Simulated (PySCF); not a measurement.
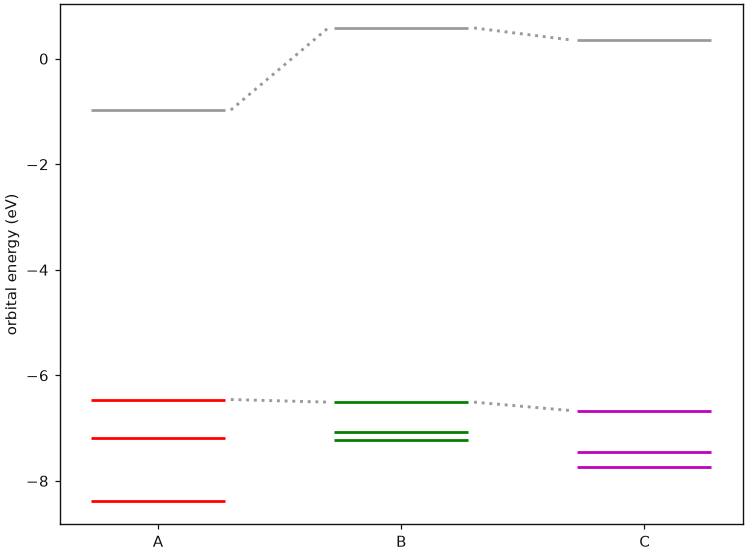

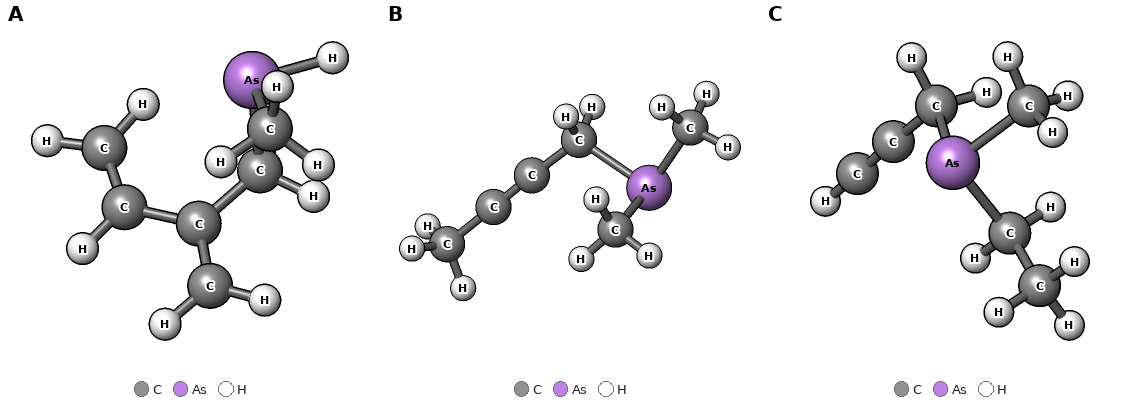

Related molecules: A is C₆H₁₁As, SMILES C=CC(=C)C[AsH]C; B is C₆H₁₁As, SMILES CC#CC[As](C)C; C is C₆H₁₁As, SMILES C#CC[As](C)CC. Frontier orbital energies, PBE0/def2-SVPD with PySCF, at a PBE0-D3(BJ)/def2-SVP geometry (no frequency check); drawn are at most three filled levels and, in grey, the LUMO with any level within 0.03 eV of it; dotted lines join the HOMOs and the LUMOs.

### What does the change do to the frontier levels?

From A to B the HOMO hardly moves and the LUMO rises by 1.56 eV, so the separation goes from 5.49 to 7.09 eV. From A to C the HOMO falls by 0.21 eV and the LUMO rises by 1.33 eV, so the separation goes from 5.49 to 7.02 eV.

### Does the ΔSCF ionisation energy follow the HOMO?

A: −ε(HOMO) 6.46, ΔSCF 8.12 eV; B: −ε(HOMO) 6.51, ΔSCF 8.24 eV; C: −ε(HOMO) 6.67, ΔSCF 8.47 eV.

Limits of at least one run: empty levels above zero depend strongly on the basis; one conformer of a flexible molecule.
